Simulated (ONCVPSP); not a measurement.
## Se: pseudopotential generation (part 2 of 2)

The same run, continued: selenium (Se, Z = 34), core [Ne], reference valence 3s2 3p6 3d10 4s2 4p3 (an ion of charge +1), valence charge 24. Method: ONCV potential, PBEsol, fully relativistic, made with ONCVPSP 4.0.1.

### Log (extracts), continued
```
   2   1       -6.145536       -6.145447    486.36
   3   1       -0.577540       -0.215478    486.36

   3   2       -2.356543       -2.352534    537.31

 Testing for highly-localized positive-energy ghosts
       l    <radius>/rc     E Basis Diag.   E Cutoff

Test configuration 0

   n   l kap    f        eae           eps        diff
   1   0  -1  2.0000 -459.43388868
   2   0  -1  2.0000  -59.37890418
   2   1  -2  4.0000  -51.78934531
   2   1   1  2.0000  -53.32220971
   3   0  -1  2.0000   -8.21413912   -8.21412030    1.88E-05
   3   1  -2  4.0000   -5.92778134   -5.92771968    6.17E-05
   3   1   1  2.0000   -6.14368377   -6.14553606   -1.85E-03
   3   2  -3  6.0000   -2.32360480   -2.32376637   -1.62E-04
   3   2   2  4.0000   -2.35652725   -2.35654328   -1.60E-05
   4   0  -1  2.0000   -0.98747099   -0.98745312    1.79E-05
   4   1  -2  2.0000   -0.56120599   -0.56116976    3.62E-05
   4   1   1  1.0000   -0.57762544   -0.57754006    8.54E-05

    Total energies and differences
      AE_ref= -2.42805068E+03  AE_tst= -2.42805068E+03  dif=  0.00E+00
      PS_ref= -3.70793300E+02  PS_tst= -3.70793300E+02  dif=  2.27E-13
      PSP excitation error= -2.27E-13

Test configuration 1

   n   l kap    f        eae           eps        diff
   1   0  -1  2.0000 -459.04277268
   2   0  -1  2.0000  -58.99093495
   2   1  -2  4.0000  -51.40097711
   2   1   1  2.0000  -52.93378109
   3   0  -1  2.0000   -7.82788964   -7.82792927   -3.96E-05
   3   1  -2  4.0000   -5.54162281   -5.54166851   -4.57E-05
   3   1   1  2.0000   -5.75747759   -5.75944614   -1.97E-03
   3   2  -3  6.0000   -1.93812791   -1.93832198   -1.94E-04
   3   2   2  4.0000   -1.97101323   -1.97106429   -5.11E-05
   4   0  -1  2.0000   -0.63529070   -0.63529106   -3.61E-07
   4   1  -2  2.6667   -0.23472263   -0.23470650    1.61E-05
   4   1   1  1.3333   -0.24864169   -0.24858385    5.78E-05

    Total energies and differences
      AE_ref= -2.42805068E+03  AE_tst= -2.42844956E+03  dif= -3.99E-01
      PS_ref= -3.70793300E+02  PS_tst= -3.71192138E+02  dif= -3.99E-01
      PSP excitation error= -4.12E-05

Test configuration 2

   n   l kap    f        eae           eps        diff
   1   0  -1  2.0000 -459.89422430
   2   0  -1  2.0000  -59.83288344
   2   1  -2  4.0000  -52.24409946
   2   1   1  2.0000  -53.77708390
   3   0  -1  2.0000   -8.66450369   -8.66448527    1.84E-05
   3   1  -2  4.0000   -6.37791809   -6.37769035    2.28E-04
   3   1   1  2.0000   -6.59392878   -6.59560212   -1.67E-03
   3   2  -3  6.0000   -2.77236064   -2.77249752   -1.37E-04
   3   2   2  4.0000   -2.80535795   -2.80534519    1.28E-05
   4   0  -1  2.0000   -1.38406243   -1.38402744    3.50E-05
   4   1  -2  1.3333   -0.93047051   -0.93040502    6.55E-05
   4   1   1  0.6667   -0.94956752   -0.94944450    1.23E-04

    Total energies and differences
      AE_ref= -2.42805068E+03  AE_tst= -2.42730200E+03  dif=  7.49E-01
      PS_ref= -3.70793300E+02  PS_tst= -3.70044692E+02  dif=  7.49E-01
      PSP excitation error=  6.75E-05

Test configuration 3

   n   l kap    f        eae           eps        diff
   1   0  -1  2.0000 -460.41370421
   2   0  -1  2.0000  -60.34230338
   2   1  -2  4.0000  -52.75472493
   2   1   1  2.0000  -54.28789810
   3   0  -1  2.0000   -9.16803832   -9.16810080   -6.25E-05
   3   1  -2  4.0000   -6.88105321   -6.88059154    4.62E-04
   3   1   1  2.0000   -7.09724654   -7.09866912   -1.42E-03
   3   2  -3  6.0000   -3.27332113   -3.27343913   -1.18E-04
   3   2   2  4.0000   -3.30643615   -3.30639868    3.75E-05
   4   0  -1  2.0000   -1.81401671   -1.81396476    5.19E-05
   4   1  -2  0.6667   -1.33228488   -1.33217423    1.11E-04
   4   1   1  0.3333   -1.35425081   -1.35407320    1.78E-04

    Total energies and differences
      AE_ref= -2.42805068E+03  AE_tst= -2.42616615E+03  dif=  1.88E+00
      PS_ref= -3.70793300E+02  PS_tst= -3.68908949E+02  dif=  1.88E+00
      PSP excitation error=  1.75E-04

Test configuration 4

   n   l kap    f        eae           eps        diff
   1   0  -1  2.0000 -460.98626877
   2   0  -1  2.0000  -60.90066411
   2   1  -2  4.0000  -53.31477138
   2   1   1  2.0000  -54.84821010
   3   0  -1  2.0000   -9.71796379   -9.71819517   -2.31E-04
   3   1  -2  4.0000   -7.43036919   -7.42959454    7.75E-04
   3   1   1  2.0000   -7.64683254   -7.64792146   -1.09E-03
   3   2  -3  6.0000   -3.81956302   -3.81966620   -1.03E-04
   3   2   2  4.0000   -3.85284349   -3.85278345    6.00E-05
   4   0  -1  2.0000   -2.26891781   -2.26884771    7.01E-05
   4   1  -2  0.0000   -1.75838323   -1.75838323    0.00E+00
   4   1   1  0.0000   -1.78344331   -1.78344331    0.00E+00

    Total energies and differences
      AE_ref= -2.42805068E+03  AE_tst= -2.42461466E+03  dif=  3.44E+00
      PS_ref= -3.70793300E+02  PS_tst= -3.67357624E+02  dif=  3.44E+00
      PSP excitation error=  3.41E-04
```

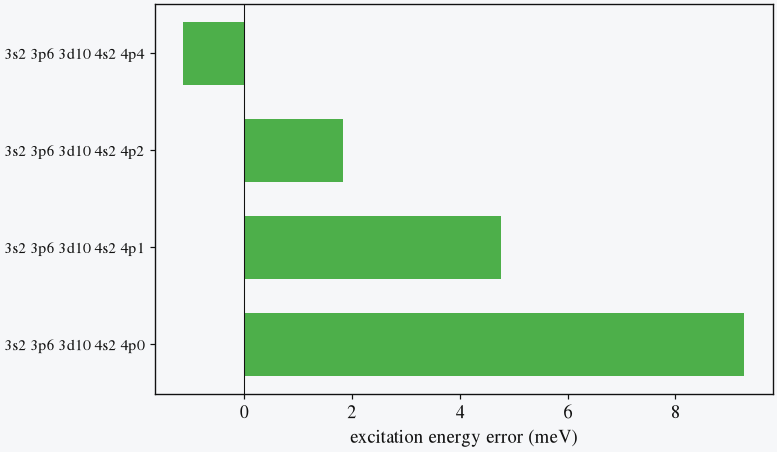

Fig. 2: Errors, all-electron minus pseudo, of the energies of valence configurations relative to the unpolarised reference 3s2 3p6 3d10 4s2 4p3.

- Worst configuration: 3s2 3p6 3d10 4s2 4p0 (charge +4): the error is +9.3 meV on an all-electron energy of +93.50 eV relative to the reference, or 0.0099 %.
- Configurations within 10 meV and within 50 meV: 4 and 4 of 4.
- Errors in meV: 3s2 3p6 3d10 4s2 4p4: -1.1; 3s2 3p6 3d10 4s2 4p2: +1.8; 3s2 3p6 3d10 4s2 4p1: +4.8; 3s2 3p6 3d10 4s2 4p0: +9.3.

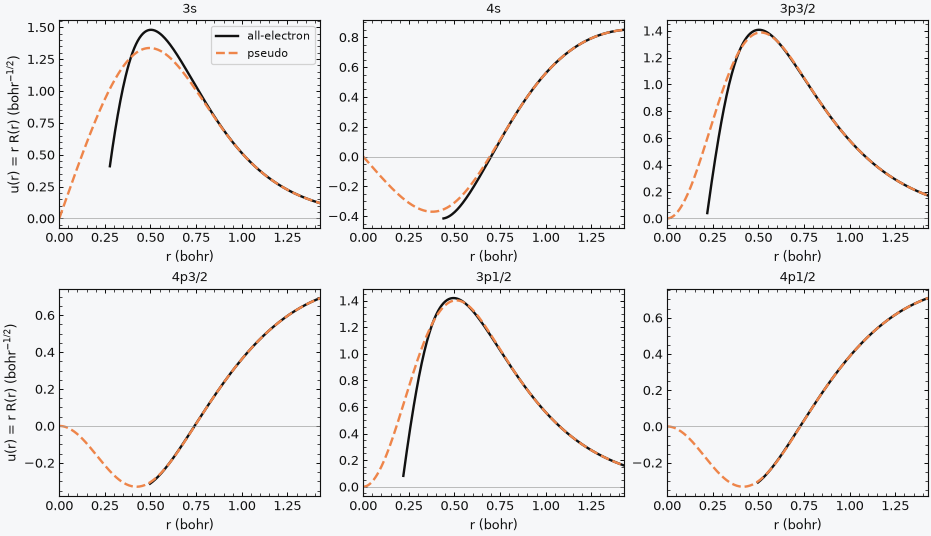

Fig. 3: Pseudo-waves (dashed) against the all-electron radial functions (solid). The innermost oscillations of some all-electron curves aren't drawn. Reference configuration 3s2 3p6 3d10 4s2 4p3.

- Matching radii: 3s at 1.10 bohr; 4s at 1.10 bohr; 3p3/2 at 0.90 bohr; 4p3/2 at 0.90 bohr; 3p1/2 at 0.90 bohr; 4p1/2 at 0.90 bohr. The curves merge smoothly, so the plot gives these only roughly.
- Nodes of the pseudo-waves: 3s has no node; 4s has a node at about 0.7 bohr; 3p3/2 has no node; 4p3/2 has a node at about 0.7 bohr; 3p1/2 has no node; 4p1/2 has a node at about 0.7 bohr. A node in 4s, 4p3/2 and 4p1/2 is expected, since a lower shell of the same l is also in the valence and the two must stay orthogonal.

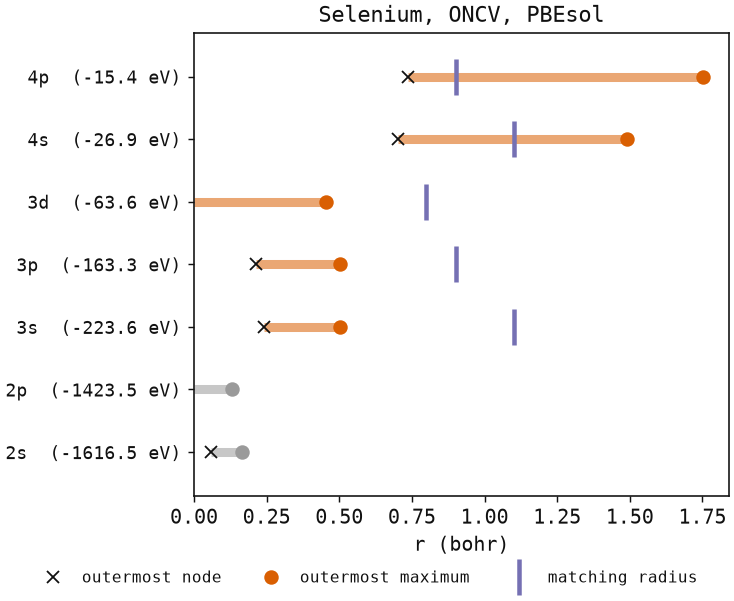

Fig. 4: Outer shells of the all-electron reference atom: each bar runs from the outermost node (or the nucleus) to the outermost maximum of u(r); the tick is the radius chosen for the pseudo-wave. Shells without a tick have no pseudo-wave of their own. Levels, nodes and maxima are from ld1.x, scalar-relativistic.

- Radii against the shells: 3s: 1.10 bohr, outside the maximum; 3p: 0.90 bohr, outside the maximum; 3d: 0.80 bohr, outside the maximum; 4s: 1.10 bohr, between node and maximum; 4p: 0.90 bohr, between node and maximum.

### Results in brief

- outcome: generated
- cutoffs needed: 159 Ha and 177 Ha (the cutoffs at which the residual kinetic energy of the hardest occupied pseudo-wave falls to 1 and 0.1 mHa per electron)
- ghost test: no bound ghost flagged; no localised positive-energy state flagged
- largest excitation error: +9.3 meV (all-electron minus pseudo) for 3s2 3p6 3d10 4s2 4p0, out of 4 test configurations
- rms error of d²Exc/dni dnj: 8.64 mHa without and 6.28 mHa with the model core
- range over which the phases arctan(r R′/R) at the test radius agree within 0.05 rad (a looser test near the poles than one of phase shifts): s: over the whole range computed; p3/2: over the whole range computed; p1/2: over the whole range computed; d5/2: over the whole range computed; d3/2: over the whole range computed; f7/2: not judged, local potential alone; f5/2: not judged, local potential alone
- hardware: 1 CPU thread, shared host
- wall time: 7.8 s

### Notes

Warnings of the program, in the generation or the tests: wellstate: negative energy specified for n= 4 l= 2.
